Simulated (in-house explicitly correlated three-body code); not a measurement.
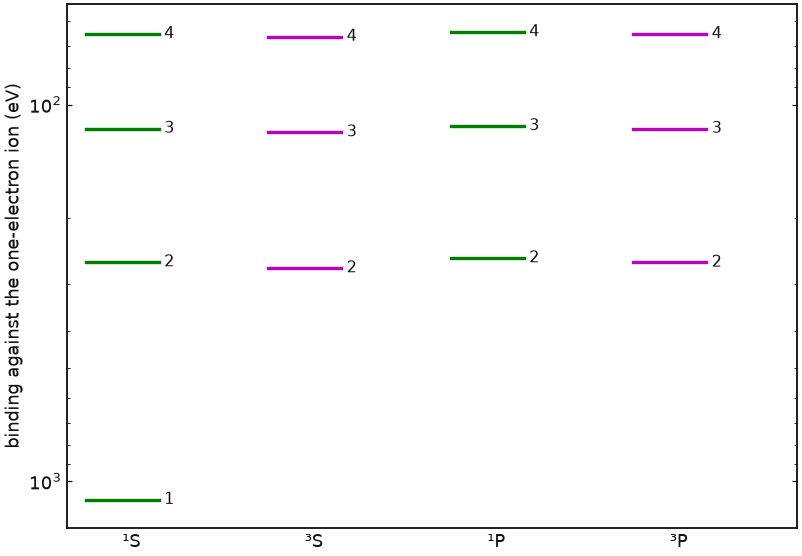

Two electrons around a point charge Z = 9.7. Computed variationally in 260 exponentially correlated functions with an in-house code, non-relativistic, converged to about 10⁻⁸ of the energy. The plot shows the bound S and P states that converged, by term and principal number n, on a logarithmic scale of binding.

Q: How do singlets and triplets lie?

A: The ground state is bound by 1119 eV. The n = 2 states drawn run, from the deepest, 2 ³S (271.7 eV), 2 ³P (262.5 eV), 2 ¹S (261.9 eV), 2 ¹P (255.6 eV). Exchange puts 2 ³S below 2 ¹S by 9.80 eV and 2 ³P below 2 ¹P by 6.85 eV. Quantum defects n − (Z − 1)/√(2 E(binding)): 2 ³S 0.053, 2 ³P 0.019, 2 ¹S 0.017, 2 ¹P −0.007.
